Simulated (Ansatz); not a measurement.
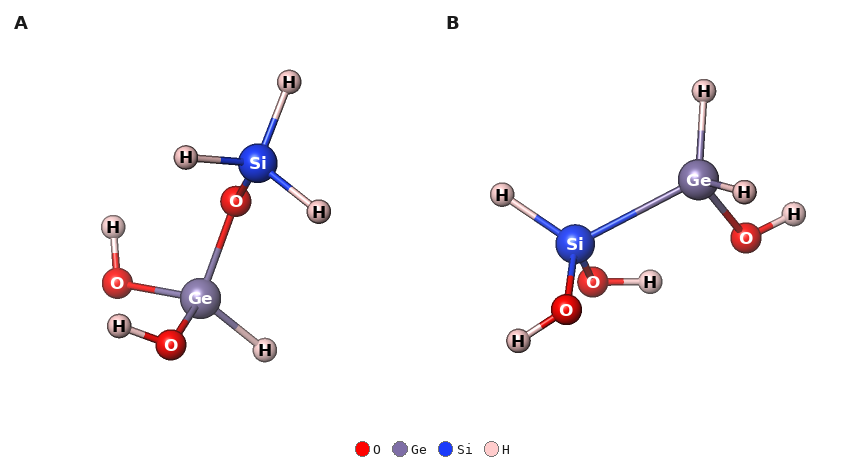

2 stationary structures of one formula. Geometries: PBE-D4/def2-SVP. Electronic energies: PBE-D4/def2-SVP (Ansatz 0.2.0), without zero-point energy. No frequency run is at hand to confirm each as a minimum. Each is one conformer, not always the lowest.

### How are they related?

They are constitutional isomers of GeH6O3Si: A `[OH][GeH]([OH])[O][SiH3]`, B `[OH][GeH2][SiH](O)O`.

### Rank them by energy, lowest first.

B is lowest; A lies 3.9 kcal/mol above it.
